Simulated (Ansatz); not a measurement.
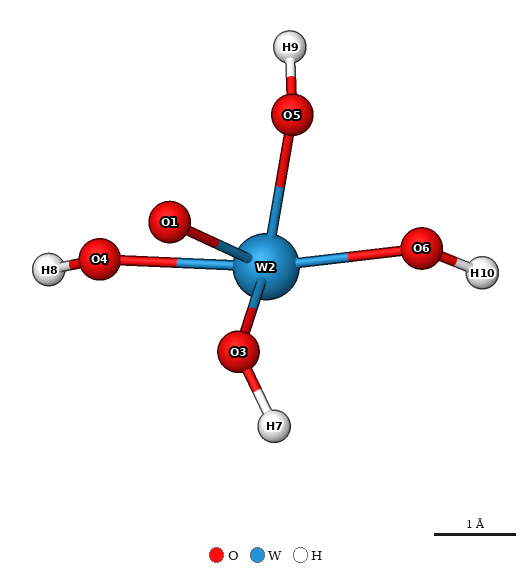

WH4O5 (coarse preliminary run), before the relaxation. The picture is a ball-and-stick view, seen at a tilt.

The start comes from a force field.

These are results of RKS PBE-D4/def2-SVP in Ansatz, not measurements.

Input
```yaml
crystal:
  periodic: [false, false, false]
  atoms:
    - {symbol: O, position_ang: [-0.001100, -0.914300, 1.260600]}
    - {symbol: W, position_ang: [-0.239000, 0.027600, -0.720500]}
    - {symbol: O, position_ang: [1.630800, -0.912200, 0.381100]}
    - {symbol: O, position_ang: [-1.139800, -1.765500, -0.206500]}
    - {symbol: O, position_ang: [-0.886900, 1.117200, 0.931900]}
    - {symbol: O, position_ang: [0.810300, 1.796800, -0.491700]}
    - {symbol: H, position_ang: [2.523300, -0.951500, -0.147700]}
    - {symbol: H, position_ang: [-1.790500, -2.329700, -0.744000]}
    - {symbol: H, position_ang: [-1.812900, 1.513700, 0.993300]}
    - {symbol: H, position_ang: [0.988800, 2.366800, -1.253500]}
basis:
  gaussian: {orbitals: def2-SVP}
hamiltonian: {xc: pbe, dispersion: d4}
relax: {f_tol: 0.03, max_steps: 200}
```

Run as
```bash
ansatz run in.yaml --threads 4 --pin off --events-out ev --progress --plain --max-ram 11315MiB
```

Question: Predict the outcome.

Answer: H9 moves most after the best rigid fit: 1.42 Å. Largest moves by element: H 1.42 Å, W 1.15 Å, O 1.08 Å. Some distances before and after: O1–W2 2.206 → 1.716 Å, W2–O3 2.365 → 1.909 Å, W2–O6 2.070 → 1.914 Å, W2–O5 2.083 → 1.949 Å. Among the angles between lasting bonds that change: O1–W2–O3 47.7° → 103.2°, O3–W2–O5 94.8° → 145.7°, O1–W2–O5 62.9° → 111.0°. The energy falls by 323.5 kcal/mol in 35 accepted moves (40 points after the start). Largest force component: 11 eV/Å at the start, 0.01 eV/Å at the end. The line search rejected the trial steps at points 14, 18, 24, 29, 36 of the run. The forces were under the threshold at step 22, but the run went on from there. Cost: 84 s on 4 threads of Arm Neoverse V1, on a shared host.

The structure at the end:

```xyz
10

O     0.2132   -0.3480    2.0338
W     0.1829   -0.0145    0.3508
O     1.5557   -1.1448   -0.3431
O    -1.2089   -1.2004   -0.3256
O    -1.2253    1.2613   -0.0835
O     1.2208    1.5739    0.0969
H     1.7904   -1.2701   -1.2806
H    -1.1669   -2.1134    0.0220
H    -2.0859    0.8181   -0.2186
H     0.8072    2.3868   -0.2490
```

After the run, drawn alike:

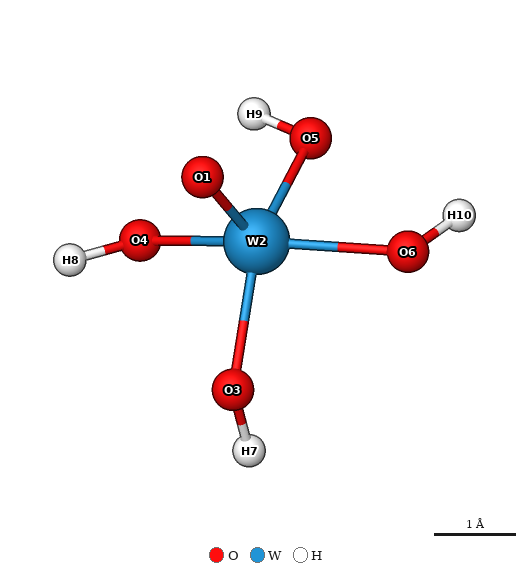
